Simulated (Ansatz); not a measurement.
```yaml
crystal:
  lattice:
    - [4.63774, 0.00000, 0.00000]
    - [-2.31887, 4.01640, 0.00000]
    - [0.00000, 0.00000, 5.23225]
  atoms:
    - { symbol: Zn, position: [0.33333, 0.66667, 0.50000] }
    - { symbol: Zn, position: [0.66667, 0.33333, 0.50000] }
    - { symbol: Zn, position: [0.33333, 0.66667, 0.00000] }
    - { symbol: Zn, position: [0.66667, 0.33333, 0.00000] }
    - { symbol: Ge, position: [0.00000, 0.00000, 0.00000] }
```

Space group P6/mmm; a structure generated by program, which may or may not match a known phase.

The calculation used DFT PBE, scalar-relativistic, plane waves, PAW in Ansatz.

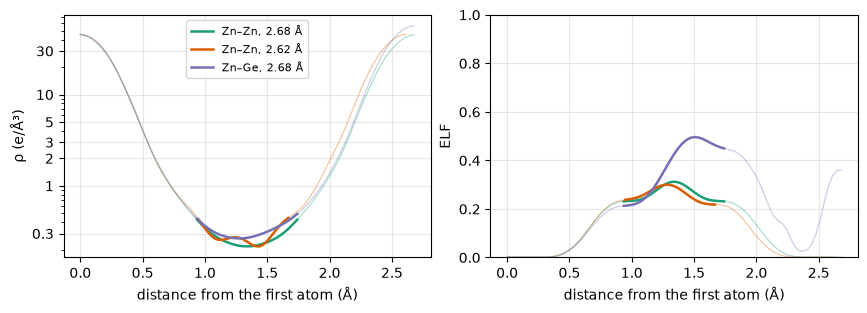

Zn4Ge. Valence electron density and electron localisation function along straight lines between neighbouring atoms. Thin, pale parts lie inside the atomic spheres.

The density is the valence pseudo-density of a PAW calculation; it isn't the true density close to the nuclei.

Question: What can be read from the curves?

Answer: Zn–Zn (2.68 Å): the density is about 0.22 e/Å³ at the midpoint; the ELF is about 0.30 at the midpoint.
Zn–Zn (2.62 Å): ρ is about 0.26 e/Å³ halfway; the ELF is about 0.30 at the midpoint; no shared electron pair shows on this line.
Zn–Ge (2.68 Å): ρ is about 0.27 e/Å³ halfway; the ELF is about 0.45 at the midpoint.
